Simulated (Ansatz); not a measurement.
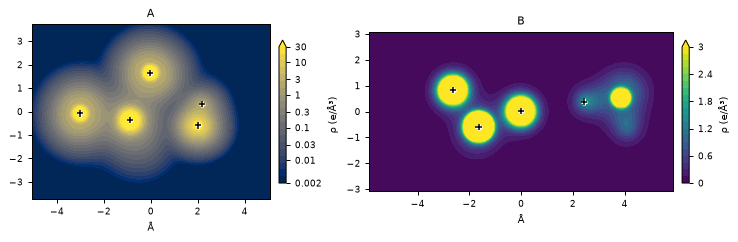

The total electron density of 2 systems, each on a plane through atoms (crosses mark nuclei in the plane).

Theory: Ansatz 0.2.0, RKS B3LYP/def2-SVP.

System 1: Cl4Ge···HF, the plane of atoms Cl2, Ge1 and Cl3. 

```xyz
7

Ge    0.2099    0.0000   -0.0543
Cl    0.3463    0.0001    2.1460
Cl    2.2487    0.0000   -0.7493
Cl   -0.7060    1.7918   -0.7843
Cl   -0.7060   -1.7917   -0.7842
F    -2.4640    0.0001    1.0348
H    -2.2108   -0.0003    1.9253
```

System 2: F2GeH2···PH3, the plane of atoms F2, Ge1 and F3. 

```yaml
atoms:
  - { symbol: Ge, position_ang: [0.9551, -0.1491, -0.7194] }
  - { symbol: F, position_ang: [-0.2908, 0.0984, 0.4711] }
  - { symbol: F, position_ang: [2.4340, 0.2700, 0.0862] }
  - { symbol: H, position_ang: [0.7269, 0.8598, -1.8493] }
  - { symbol: H, position_ang: [0.9992, -1.6451, -1.0443] }
  - { symbol: P, position_ang: [-3.5770, 0.1161, 2.5964] }
  - { symbol: H, position_ang: [-4.3807, 0.3263, 1.4310] }
  - { symbol: H, position_ang: [-3.7157, -1.3060, 2.5260] }
  - { symbol: H, position_ang: [-2.3553, 0.1174, 1.8551] }
```

**Which map belongs to which system?**

Panel A is system 1, Cl4Ge···HF: the plane holds Ge, Cl, F and H. Ge1···F6 (2.89 Å): the density falls to about 0.09 e/Å³ on the way. Panel B is system 2, F2GeH2···PH3: the plane holds Ge, F and H. F2···H9 (2.49 Å): the density falls to about 0.05 e/Å³ on the way; a non-bonded, intermolecular contact.
